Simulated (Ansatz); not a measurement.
# BH5S3Si: up Jacob's ladder to CCSD(T), part 2 of 2

Ansatz 0.2.0, Gaussian basis; functionals in def2-TZVPP, the program's frozen cores in correlated methods. Earlier steps stand in the parts before.

### 14 CAM-B3LYP-D4 (range-separated)

in.yaml reads:

```yaml
crystal:
  periodic: [false, false, false]
  atoms:
    - {symbol: Si, position_ang: [-1.006950, 0.648885, -0.065126]}
    - {symbol: B, position_ang: [0.349705, -0.792328, -0.420826]}
    - {symbol: S, position_ang: [0.292465, -1.817934, -1.889608]}
    - {symbol: S, position_ang: [1.707387, -1.156542, 0.696013]}
    - {symbol: S, position_ang: [1.421923, 0.147044, 2.271186]}
    - {symbol: H, position_ang: [-0.363243, 1.984830, 0.053489]}
    - {symbol: H, position_ang: [-1.784782, 0.376056, 1.171994]}
    - {symbol: H, position_ang: [-1.960065, 0.696663, -1.212647]}
    - {symbol: H, position_ang: [-0.804791, -1.264485, -2.431103]}
    - {symbol: H, position_ang: [2.231554, 1.126610, 1.829429]}
basis:
  gaussian: {orbitals: def2-TZVPP}
hamiltonian: {xc: {name: CAM-B3LYP}, dispersion: d4}
output: {orbitals: {seedname: orbitals}}
```

Started as:

```bash
$ ansatz run in.yaml --threads 4 --pin off --events-out ev --progress --plain --max-ram 10444MiB
```

Output, cut to the lines that bear on the results:

```text
Functional definition: CAM-B3LYP
  name "CAM-B3LYP"
  cite "Yanai, Tew & Handy, Chem. Phys. Lett. 393, 51 (2004) doi:10.1016/j.cplett.2004.06.011"
  cite "Iikura, Tsuneda, Yanai & Hirao, J. Chem. Phys. 115, 3540 (2001) doi:10.1063/1.1383587"
  cite "Becke, Phys. Rev. A 38, 3098 (1988) doi:10.1103/PhysRevA.38.3098"
  cite "Lee, Yang & Parr, Phys. Rev. B 37, 785 (1988) doi:10.1103/PhysRevB.37.785"
  cite "Vosko, Wilk & Nusair, Can. J. Phys. 58, 1200 (1980) doi:10.1139/p80-159"
[...]
  # Exact exchange under (alpha + beta erf(omega r))/r, Becke's under what is left of 1/r.
[...]
1643 factors; their error is unknown
354 factors; integrals over basis functions are off by at most 1.6e-5 eV
[...]
mean field -41144.71792246 eV, -1512.0404947588 hartree, gradient 3.8e-5 eV, S^2 0.000000; 0 other end points of the search recorded, 0 dependent functions left out
reference -41144.71806323 eV, -1512.0404999319 hartree; 36, 36 occupied and 233, 233 virtual orbitals, 1643 factors
Total energy: -41145.03386911 eV, -1512.0521055840 hartree
```

It took 3.9 s on 4 threads of Intel Xeon Platinum 8488C, shared host; peak memory 1 GiB.

Atomisation energy: 728.0 kcal/mol (free atoms -41113.463 eV, run apart). HOMO -8.79 eV, LUMO -0.50 eV.

### 15 LC-ωPBE (range-separated)

Edit in.yaml of step 14 so:

```diff
@@ -15,3 +15,3 @@
   gaussian: {orbitals: def2-TZVPP}
-hamiltonian: {xc: {name: CAM-B3LYP}, dispersion: d4}
+hamiltonian: {xc: {name: LC-wPBE}}
 output: {orbitals: {seedname: orbitals}}
```

Same command.

Output, cut to the lines that bear on the results:

```text
Functional definition: LC-wPBE
  name "LC-wPBE"
  cite "Vydrov & Scuseria, J. Chem. Phys. 125, 234109 (2006) doi:10.1063/1.2409292"
  cite "Heyd & Scuseria, J. Chem. Phys. 120, 7274 (2004) doi:10.1063/1.1668634"
  cite "Ernzerhof & Perdew, J. Chem. Phys. 109, 3313 (1998) doi:10.1063/1.476928"
  cite "Perdew, Burke & Ernzerhof, Phys. Rev. Lett. 77, 3865 (1996) doi:10.1103/PhysRevLett.77.3865"
  parent pbe
[...]
1604 factors; their error is unknown
493 factors; integrals over basis functions are off by at most 3.2e-5 eV
[...]
mean field -41131.88207342 eV, -1511.5687860071 hartree, gradient 5.5e-5 eV, S^2 0.000000; 0 other end points of the search recorded, 0 dependent functions left out
reference -41131.88207342 eV, -1511.5687860073 hartree; 36, 36 occupied and 233, 233 virtual orbitals, 1604 factors
Total energy: -41131.88207342 eV, -1511.5687860073 hartree
```

Wall time 2.7 s (4 threads of Intel Xeon Platinum 8488C, shared host); peak memory 0.65 GiB.

Atomisation energy: 718.1 kcal/mol (free atoms -41100.742 eV, run apart). HOMO -10.17 eV, LUMO 0.49 eV.

### 16 ωB97X-V (range-separated)

Edit in.yaml of step 15 so:

```diff
@@ -15,3 +15,3 @@
   gaussian: {orbitals: def2-TZVPP}
-hamiltonian: {xc: {name: LC-wPBE}}
+hamiltonian: {xc: {name: wB97X-V}}
 output: {orbitals: {seedname: orbitals}}
```

Same command.

Output, cut to the lines that bear on the results:

```text
Functional definition: wB97X-V
  name "wB97X-V"
  cite "Mardirossian & Head-Gordon, Phys. Chem. Chem. Phys. 16, 9904 (2014) doi:10.1039/C3CP54374A"
  cite "Becke, J. Chem. Phys. 107, 8554 (1997) doi:10.1063/1.475007"
  cite "Vydrov & Van Voorhis, J. Chem. Phys. 133, 244103 (2010) doi:10.1063/1.3521275"
[...]
      + integral(e_c_pw_opposite_spin*poly(b97_u_opposite, cos0, cos1)) + vv10(b, c)
1628 factors; their error is unknown
337 factors; integrals over basis functions are off by at most 1.2e-5 eV
[...]
mean field -41138.08117997 eV, -1511.7965989711 hartree, gradient 5.1e-5 eV, S^2 0.000000; 0 other end points of the search recorded, 0 dependent functions left out
reference -41138.08117777 eV, -1511.7965988901 hartree; 36, 36 occupied and 233, 233 virtual orbitals, 1628 factors
Total energy: -41138.08117777 eV, -1511.7965988901 hartree
```

Run time: 7 s. Hardware: 4 threads of Intel Xeon Platinum 8488C, shared host; peak memory 1.1 GiB.

Atomisation energy: 739.2 kcal/mol (free atoms -41106.025 eV, run apart). HOMO -9.81 eV, LUMO 0.46 eV.

### 17 ωB97M-V (range-separated)

Edit in.yaml of step 16 so:

```diff
@@ -15,3 +15,3 @@
   gaussian: {orbitals: def2-TZVPP}
-hamiltonian: {xc: {name: wB97X-V}}
-output: {orbitals: {seedname: orbitals}}
+hamiltonian: {xc: {name: wB97M-V}}
+output: {forces: true, orbitals: {seedname: orbitals}}
```

Launched as before.

Output, cut to the lines that bear on the results:

```text
Functional definition: wB97M-V
  name "wB97M-V"
  cite "Mardirossian & Head-Gordon, J. Chem. Phys. 144, 214110 (2016) doi:10.1063/1.4952647"
  cite "Becke, J. Chem. Phys. 107, 8554 (1997) doi:10.1063/1.475007"
  cite "Vydrov & Van Voorhis, J. Chem. Phys. 133, 244103 (2010) doi:10.1063/1.3521275"
  # Of w^i u^j: cxij and so on, Table III.
[...]
  gx(w, u) = 1 - cx + cx01*u + cx10*w
  gss(w, u) = css00 + css04*u^4 + css10*w + css20*w^2 + css43*w^4*u^3
  gos(w, u) = cos00 + cos10*w + (cos20 + cos21*u)*w^2 + (cos60 + cos61*u)*w^6
[...]
      + integral(e_c_pw_mod_opposite_spin*gos(b97_w_opposite, b97_u_opposite)) + vv10(b, c)
1628 factors; their error is unknown
337 factors; integrals over basis functions are off by at most 1.2e-5 eV
[...]
Atom 0 at    -1.006950     0.648885    -0.065126 Å, force    -0.115188     0.111994     0.024239 eV/Å
Atom 1 at     0.349705    -0.792328    -0.420826 Å, force    -0.057745     0.061581     0.012982 eV/Å
Atom 2 at     0.292465    -1.817934    -1.889608 Å, force    -0.092955     0.025630    -0.077249 eV/Å
Atom 3 at     1.707387    -1.156542     0.696013 Å, force     0.078037    -0.107612    -0.067674 eV/Å
Atom 4 at     1.421923     0.147044     2.271186 Å, force     0.040361     0.175189     0.068423 eV/Å
Atom 5 at    -0.363243     1.984830     0.053489 Å, force    -0.066327    -0.152041    -0.014259 eV/Å
Atom 6 at    -1.784782     0.376056     1.171994 Å, force     0.091698     0.027398    -0.139889 eV/Å
Atom 7 at    -1.960065     0.696663    -1.212647 Å, force     0.107057    -0.010304     0.121982 eV/Å
Atom 8 at    -0.804791    -1.264485    -2.431103 Å, force     0.086041    -0.042937     0.041489 eV/Å
Atom 9 at     2.231554     1.126610     1.829429 Å, force    -0.070979    -0.088897     0.029957 eV/Å
Dipole moment:    -0.017243     0.191262    -0.093135 e Å
```

Run time: 10 s. Hardware: 4 threads of Intel Xeon Platinum 8488C, shared host; peak memory 1.2 GiB.

Atomisation energy: 738.5 kcal/mol (free atoms -41109.461 eV, run apart). HOMO -9.64 eV, LUMO 0.32 eV.

### 18 B2PLYP (double hybrid)

Edit in.yaml of step 17 so:

```diff
@@ -15,3 +15,2 @@
   gaussian: {orbitals: def2-TZVPP}
-hamiltonian: {xc: {name: wB97M-V}}
-output: {forces: true, orbitals: {seedname: orbitals}}
+hamiltonian: {xc: {name: B2PLYP}}
```

Same command.

Output, cut to the lines that bear on the results:

```text
Functional definition: B2PLYP
  name "B2PLYP"
  cite "Grimme, J. Chem. Phys. 124, 034108 (2006) doi:10.1063/1.2148954"
  cite "Becke, Phys. Rev. A 38, 3098 (1988) doi:10.1103/PhysRevA.38.3098"
  cite "Lee, Yang & Parr, Phys. Rev. B 37, 785 (1988) doi:10.1103/PhysRevB.37.785"
[...]
1541 factors; integrals over basis functions are off by at most 7.3e-4 eV
[...]
mean field -41122.98099865 eV, -1511.2416775428 hartree, gradient 3.5e-6 eV, S^2 0.000000; 0 other end points of the search recorded, 0 dependent functions left out
21 core orbitals not correlated: weight in the atoms' cores, before any rotation towards them, 1.000 or more for the frozen orbitals, at most 0.000 for the correlated occupied ones
reference -41122.98118148 eV, -1511.2416842617 hartree; 15, 15 occupied and 233, 233 virtual orbitals, 1541 factors
second order -25.58918769 eV of doubles, -0.00000000 eV of singles
Total energy: -41129.89026216 eV, -1511.4955882934 hartree
```

It took 5.5 s on 4 threads of Intel Xeon Platinum 8488C, shared host; peak memory 0.76 GiB.

With the free atoms at this level, -41098.802 eV in sum, the atomisation energy is 716.9 kcal/mol.

### 19 PBE-QIDH (double hybrid)

Edit in.yaml of step 18 so:

```diff
@@ -15,2 +15,2 @@
   gaussian: {orbitals: def2-TZVPP}
-hamiltonian: {xc: {name: B2PLYP}}
+hamiltonian: {xc: {name: PBE-QIDH}}
```

Launched as before.

Output, cut to the lines that bear on the results:

```text
Functional definition: PBE-QIDH
  name "PBE-QIDH"
  cite "Brémond, Sancho-García, Pérez-Jiménez & Adamo, J. Chem. Phys. 141, 031101 (2014) doi:10.1063/1.4890314"
  cite "Perdew, Burke & Ernzerhof, Phys. Rev. Lett. 77, 3865 (1996) doi:10.1103/PhysRevLett.77.3865"
[...]
1541 factors; integrals over basis functions are off by at most 7.3e-4 eV
[...]
mean field -41111.41651849 eV, -1510.8166907357 hartree, gradient 3.0e-6 eV, S^2 0.000000; 0 other end points of the search recorded, 0 dependent functions left out
21 core orbitals not correlated: weight in the atoms' cores, before any rotation towards them, 1.000 or more for the frozen orbitals, at most 0.000 for the correlated occupied ones
reference -41111.41653176 eV, -1510.8166912232 hartree; 15, 15 occupied and 233, 233 virtual orbitals, 1541 factors
second order -23.61444743 eV of doubles, -0.00000000 eV of singles
Total energy: -41119.28801424 eV, -1511.1059628688 hartree
```

It took 5.5 s on 4 threads of Intel Xeon Platinum 8488C, shared host; peak memory 0.76 GiB.

Atomisation energy: 726.5 kcal/mol (free atoms -41087.786 eV, run apart).

### 20 Orbital energies across the functionals

Dipoles come from the runs that computed forces. Levels, from each run's orbital file:

| functional | HOMO (eV) | LUMO (eV) | gap (eV) | dipole (D) |
| --- | --- | --- | --- | --- |
| LDA (SPW92) | -6.42 | -2.66 | 3.76 |  |
| PBE-D4 | -6.29 | -2.47 | 3.82 | 0.95 |
| revPBE-D4 | -6.24 | -2.39 | 3.85 |  |
| BLYP-D4 | -6.12 | -2.27 | 3.85 |  |
| r2SCAN-D4 | -6.56 | -2.31 | 4.24 | 1.06 |
| B97M-V | -6.67 | -2.30 | 4.36 |  |
| PBE0-D4 | -7.51 | -1.64 | 5.86 |  |
| B3LYP-D4 | -7.26 | -1.77 | 5.49 | 1.00 |
| r2SCANh-D4 | -7.00 | -2.01 | 4.99 |  |
| r2SCAN0-D4 | -7.67 | -1.56 | 6.12 |  |
| HSE06-D4 | -7.11 | -2.02 | 5.09 |  |
| BHLYP-D4 | -8.55 | -0.60 | 7.94 |  |
| CAM-B3LYP-D4 | -8.79 | -0.50 | 8.29 |  |
| LC-ωPBE | -10.17 | 0.49 | 10.66 |  |
| ωB97X-V | -9.81 | 0.46 | 10.27 |  |
| ωB97M-V | -9.64 | 0.32 | 9.96 | 1.03 |

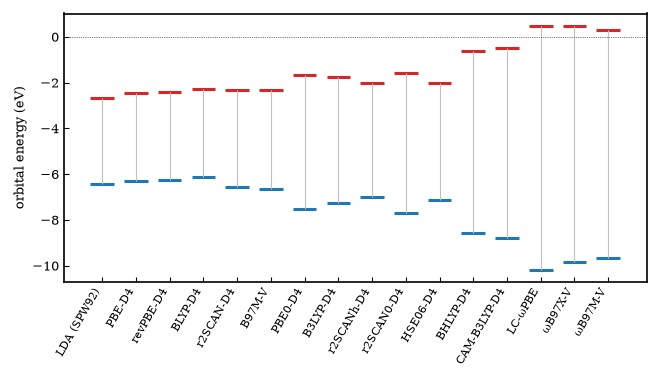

Highest occupied (blue) and lowest empty (red) level by functional.

### 21 CCSD(T) in def2-SVP

Edit in.yaml of step 19 so:

```diff
@@ -14,3 +14,3 @@
 basis:
-  gaussian: {orbitals: def2-TZVPP}
-hamiltonian: {xc: {name: PBE-QIDH}}
+  gaussian: {orbitals: def2-SVP}
+correlation: {method: ccsd_t}
```

The command is unchanged.

Output, cut to the lines that bear on the results:

```text
Functional definition: HF
  name "HF"
  cite "Fock, Z. Phys. 61, 126 (1930) doi:10.1007/BF01340294"
  parent pbe
[...]
1051 factors; integrals over basis functions are off by at most 1.2e-3 eV
[...]
mean field -41053.07725383 eV, -1508.6727623032 hartree, gradient 8.9e-6 eV, S^2 0.000000; 0 other end points of the search recorded, 0 dependent functions left out
21 core orbitals not correlated: weight in the atoms' cores, before any rotation towards them, 1.000 or more for the frozen orbitals, at most 0.000 for the correlated occupied ones
reference -41053.07725383 eV, -1508.6727623032 hartree; 15, 15 occupied and 75, 75 virtual orbitals, 1051 factors
second order -15.73396314 eV of doubles, -0.00000000 eV of singles
cycle   1  -17.06280653 eV  change    -1.3e0 eV  update   1.1e-1
[...]
cycle   9  -17.70666972 eV  change   -7.7e-6 eV  update   2.7e-5
perturbative correction -0.59784499 eV, -0.0219703980 hartree
Total energy: -41071.38176854 eV, -1509.3454408113 hartree
```

Run time: 3.2 s. Hardware: 4 threads of Intel Xeon Platinum 8488C, shared host; peak memory 0.46 GiB.

### 22 CCSD(T) in def2-TZVPP

Edit in.yaml of step 21 so:

```diff
@@ -14,3 +14,4 @@
 basis:
-  gaussian: {orbitals: def2-SVP}
+  gaussian: {orbitals: def2-TZVPP}
 correlation: {method: ccsd_t}
+output: {orbitals: {seedname: orbitals}}
```

Same command.

Output, cut to the lines that bear on the results:

```text
Functional definition: HF
  name "HF"
  cite "Fock, Z. Phys. 61, 126 (1930) doi:10.1007/BF01340294"
  parent pbe
[...]
1541 factors; integrals over basis functions are off by at most 7.3e-4 eV
[...]
mean field -41067.97093481 eV, -1509.2200949837 hartree, gradient 2.9e-6 eV, S^2 0.000000; 0 other end points of the search recorded, 0 dependent functions left out
21 core orbitals not correlated: weight in the atoms' cores, before any rotation towards them, 1.000 or more for the frozen orbitals, at most 0.000 for the correlated occupied ones
reference -41067.97093481 eV, -1509.2200949837 hartree; 15, 15 occupied and 233, 233 virtual orbitals, 1541 factors
second order -20.58140476 eV of doubles, -0.00000000 eV of singles
cycle   1  -21.81900266 eV  change    -1.2e0 eV  update   1.2e-1
[...]
cycle  10  -22.57307891 eV  change    2.3e-5 eV  update   1.8e-5
perturbative correction -1.11050655 eV, -0.0408103630 hartree
Total energy: -41091.65452027 eV, -1510.0904506960 hartree
```

It took 90 s on 4 threads of Intel Xeon Platinum 8488C, shared host; peak memory 6 GiB.

### 23 MP2 in def2-QZVPP

Edit in.yaml of step 22 so:

```diff
@@ -14,4 +14,3 @@
 basis:
-  gaussian: {orbitals: def2-TZVPP}
-correlation: {method: ccsd_t}
-output: {orbitals: {seedname: orbitals}}
+  gaussian: {orbitals: "def2-QZVPP.json"}
+correlation: {method: mp2}
```

Launched as before.

Output:

```text
Functional definition: HF
  name "HF"
  cite "Fock, Z. Phys. 61, 126 (1930) doi:10.1007/BF01340294"
  parent pbe
  exchange = exact_x
  correlation = 0
2884 factors; integrals over basis functions are off by at most 8.7e-4 eV
mean field evaluation 1: about -41066.5745 eV, gradient 2.1e1 eV
mean field evaluation 2: about -41066.8642 eV, gradient 2.1e1 eV
mean field evaluation 4: about -41069.0974 eV, gradient 3.4e0 eV
mean field evaluation 8: about -41069.1486 eV, gradient 2.6e-1 eV
mean field -41069.14902913 eV, -1509.2633891513 hartree, gradient 3.0e-6 eV, S^2 0.000000; 0 other end points of the search recorded, 0 dependent functions left out
21 core orbitals not correlated: weight in the atoms' cores, before any rotation towards them, 1.000 or more for the frozen orbitals, at most 0.000 for the correlated occupied ones
reference -41069.14902913 eV, -1509.2633891513 hartree; 15, 15 occupied and 451, 451 virtual orbitals, 2884 factors
second order -22.31076359 eV of doubles, -0.00000000 eV of singles
Total energy: -41091.45979272 eV, -1510.0832945905 hartree
```

Wall time 19 s (4 threads of Intel Xeon Platinum 8488C, shared host); peak memory 3.1 GiB.

The pieces so far (eV):

| basis | HF | MP2 correlation | CCSD correlation | (T) | total |
| --- | --- | --- | --- | --- | --- |
| def2-SVP | -41053.0773 | -15.7340 | -17.7067 | -0.5978 | -41071.3818 |
| def2-TZVPP | -41067.9709 | -20.5814 | -22.5731 | -1.1105 | -41091.6545 |
| def2-QZVPP | -41069.1490 | -22.3108 |  |  | -41091.4598 (MP2) |

The report of the def2-TZVPP run gives T1 = 0.0149.

### 24 The basis-set limit

No new run: Hartree-Fock is extrapolated as exp(−7.88√X) and correlation as X^−2.97, with X = 3 and 4; only MP2 was run in the larger set, so CCSD(T) minus MP2 is added from the smaller one.

| level | energy at the limit (eV) |
| --- | --- |
| HF | -41069.3113 |
| MP2 | -41092.9031 |
| CCSD | -41094.8947 |
| CCSD(T) | -41096.0052 |

### 25 RPA on PBE orbitals

Edit in.yaml of step 23 so:

```diff
@@ -14,3 +14,4 @@
 basis:
-  gaussian: {orbitals: "def2-QZVPP.json"}
-correlation: {method: mp2}
+  gaussian: {orbitals: def2-TZVPP}
+hamiltonian: {xc: pbe}
+correlation: {method: rpa}
```

Same command.

Output, cut to the lines that bear on the results:

```text
Functional definition: PBE
  name "PBE"
  cite "Perdew, Burke & Ernzerhof, Phys. Rev. Lett. 77, 3865 (1996) doi:10.1103/PhysRevLett.77.3865"
  parent pbe
[...]
1541 factors; integrals over basis functions are off by at most 7.3e-4 eV
[...]
mean field -41125.15756991 eV, -1511.3216650613 hartree, gradient 1.8e-6 eV, S^2 0.000000; 0 other end points of the search recorded, 0 dependent functions left out
21 core orbitals not correlated: weight in the atoms' cores, before any rotation towards them, 1.000 or more for the frozen orbitals, at most 0.000 for the correlated occupied ones
reference -41065.99004459 eV, -1509.1472986111 hartree; 15, 15 occupied and 233, 233 virtual orbitals, 1541 factors
Total energy: -41102.37761217 eV, -1510.4845170552 hartree
```

It took 3.9 s on 4 threads of Intel Xeon Platinum 8488C, shared host; peak memory 0.66 GiB.

RPA correlation: -36.388 eV. No RPA run of the hydrogen atom was made, so RPA has no atomisation energy below.

### 26 Atomisation energies

Atomisation energy = energies of 1 Si, 1 B, 3 S, 5 H (separate runs, same level) minus the molecule's; electronic only, no spin-orbit term.

Differences are taken before rounding.

| method | rung | atoms, summed (eV) | atomisation energy (kcal/mol) | from CCSD(T)/CBS (kcal/mol) | time |
| --- | --- | --- | --- | --- | --- |
| LDA (SPW92) | LDA | -40956.101 | 842.2 | +112.2 | 1.4 s |
| PBE-D4 | GGA | -41093.170 | 745.8 | +15.8 | 2.5 s |
| revPBE-D4 | GGA | -41105.892 | 730.9 | +0.9 | 2 s |
| BLYP-D4 | GGA | -41112.737 | 727.3 | -2.7 | 2 s |
| r2SCAN-D4 | meta-GGA | -41109.024 | 740.0 | +9.9 | 4 s |
| B97M-V | meta-GGA | -41102.196 | 745.6 | +15.6 | 6.5 s |
| PBE0-D4 | hybrid | -41097.198 | 734.9 | +4.9 | 3.4 s |
| B3LYP-D4 | hybrid | -41115.424 | 730.2 | +0.2 | 4.9 s |
| r2SCANh-D4 | hybrid | -41109.015 | 735.2 | +5.2 | 4.8 s |
| r2SCAN0-D4 | hybrid | -41109.016 | 728.5 | -1.5 | 4.8 s |
| HSE06-D4 | hybrid | -41096.325 | 735.4 | +5.4 | 3.6 s |
| BHLYP-D4 | hybrid | -41113.317 | 712.7 | -17.3 | 3.5 s |
| CAM-B3LYP-D4 | range-separated | -41113.463 | 728.0 | -2.0 | 3.9 s |
| LC-ωPBE | range-separated | -41100.742 | 718.1 | -11.9 | 2.7 s |
| ωB97X-V | range-separated | -41106.025 | 739.2 | +9.2 | 7 s |
| ωB97M-V | range-separated | -41109.461 | 738.5 | +8.5 | 10 s |
| B2PLYP | double hybrid | -41098.802 | 716.9 | -13.1 | 5.5 s |
| PBE-QIDH | double hybrid | -41087.786 | 726.5 | -3.6 | 5.5 s |
| HF/def2-TZVPP | wavefunction | -41045.334 | 522.0 | -208.0 |  |
| MP2/def2-TZVPP | wavefunction | -41057.556 | 714.8 | -15.2 |  |
| CCSD/def2-TZVPP | wavefunction | -41060.536 | 692.0 | -38.0 |  |
| CCSD(T)/def2-SVP | wavefunction | -41042.225 | 672.4 | -57.6 | 3.2 s |
| CCSD(T)/def2-TZVPP | wavefunction | -41061.026 | 706.3 | -23.7 | 90 s |
| MP2/CBS | wavefunction | -41060.879 | 738.5 | +8.5 |  |
| CCSD(T)/CBS | wavefunction | -41064.349 | 730.0 | 0 | 1.8 min |

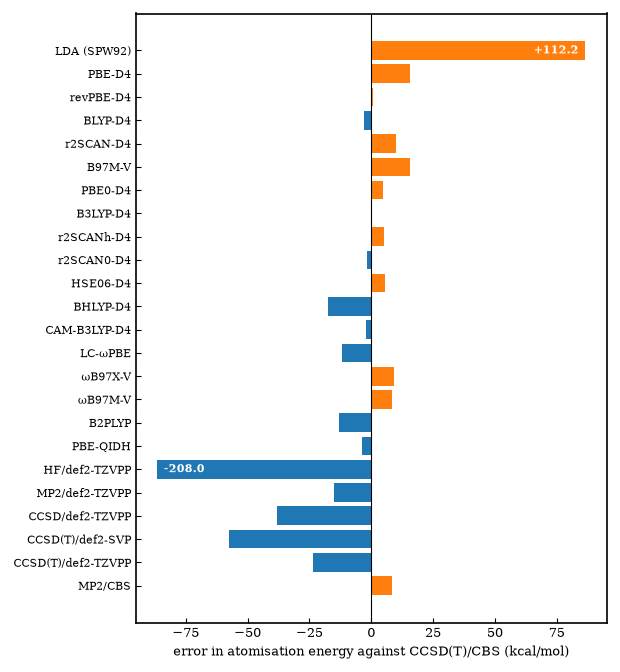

Error of each method against CCSD(T)/CBS. Bars with a number in them are cut short.

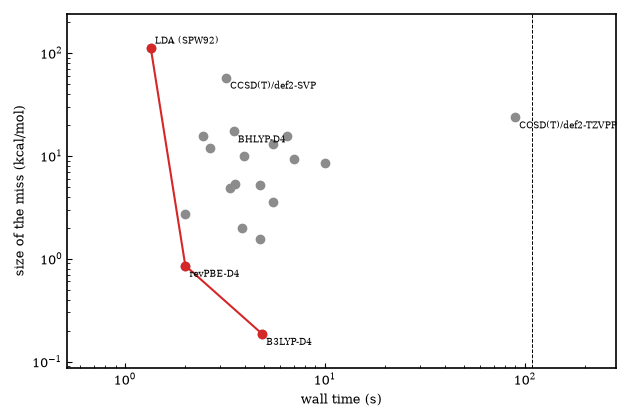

Miss against cost. Red marks the levels that no quicker level drawn beats (of those quicker than the yardstick), and the dashed line is the time of CCSD(T)/CBS. Only those levels and the largest misses are named. Times are from a shared host.

LDA (SPW92), LC-ωPBE, B2PLYP, PBE-QIDH carry no dispersion term (for B3LYP, D4 adds 13.3 kcal/mol).

Times are those of the molecule's run; HF, MP2 and CCSD come out of the CCSD(T) runs, and the limit's time is the sum of the runs that it needs.

### 27 What came out

The summary covers parts 1 to 2.

| quantity | value |
| --- | --- |
| atomisation energy, CCSD(T)/CBS | 730.0 kcal/mol |
| functionals within 3.7 kcal/mol (0.5 %) | revPBE-D4, BLYP-D4, B3LYP-D4, r2SCAN0-D4, CAM-B3LYP-D4, PBE-QIDH |
| farthest beyond LDA | BHLYP-D4 (-17.3 kcal/mol) |
| mean size of error, GGA | 6.4 kcal/mol |
| mean size of error, meta-GGA | 12.8 kcal/mol |
| mean size of error, hybrid | 5.7 kcal/mol |
| mean size of error, range-separated | 7.9 kcal/mol |
| mean size of error, double hybrid | 8.3 kcal/mol |
| gap, smallest and largest | 3.76 eV (LDA (SPW92)), 10.66 eV (LC-ωPBE) |
| T1 diagnostic | 0.0149 |
| triples share of the correlation energy | 4.7 % |

LDA overbinds by 112.2 kcal/mol (15 %). PBE-D4 misses by +15.8 kcal/mol. Double hybrids carry the basis error of their MP2 part in triple zeta, and no dispersion term here, so their miss is partly the set-up's. Taken by rung, hybrid functionals do best (5.7 kcal/mol on average) and meta-GGA ones worst beyond LDA (12.8 kcal/mol). The gap between the best rungs is small, so their order is not settled. Misses under about 3.7 kcal/mol are within the doubt on the reference itself, which lacks core-valence correlation, relativity and higher excitations. Hartree-Fock recovers 72 % of the binding; the rest is correlation. CCSD(T) in def2-SVP is off by -57.6 kcal/mol, more than most functionals: a good method in a small basis is no reference. The gap grows from 3.8 to 10.7 eV across the functionals, mostly with the share of exact exchange.

B3LYP-D4 reaches 0.2 kcal/mol from the reference in 4.9 s, where CCSD(T)/CBS took 1.8 min; the quickest level in the cost chart, LDA (SPW92), takes 1.4 s and misses by 112.2 kcal/mol.
